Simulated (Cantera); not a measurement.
Charge: 1 mol acetone, 0.4 mol H₂, 3.4 mol N₂, held at 74.0 bar.

Method: chemical equilibrium by Gibbs-energy minimisation in Cantera with the NASA 1993 tables (ideal gas, pure condensed phases). Candidate condensed phases: C, C₆H₆, C₇H₈, C₈H₁₈, H₂O; 136 gas species. The feed counts by its element totals alone. The ideal-gas law is rough above about 30 bar. Equilibrium is a limit: real reactors are often held back by kinetics, nucleation or transport.

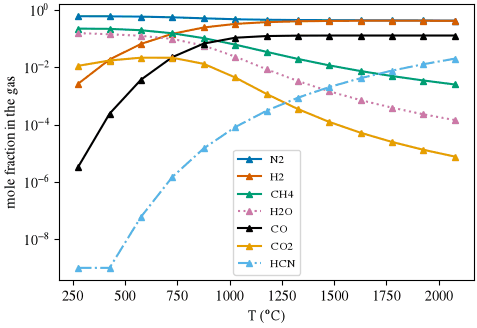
Figure. Equilibrium gas composition (values under 1e-9 drawn at 1e-9)

From 277 °C to 2077 °C the condensed part is C(graphite). The main C-bearing gas is CH₄ at 277 °C and CO at 2077 °C. The share of C in condensed phases is highest at 1627 °C (63.7 %) and lowest at 427 °C (55.4 %).
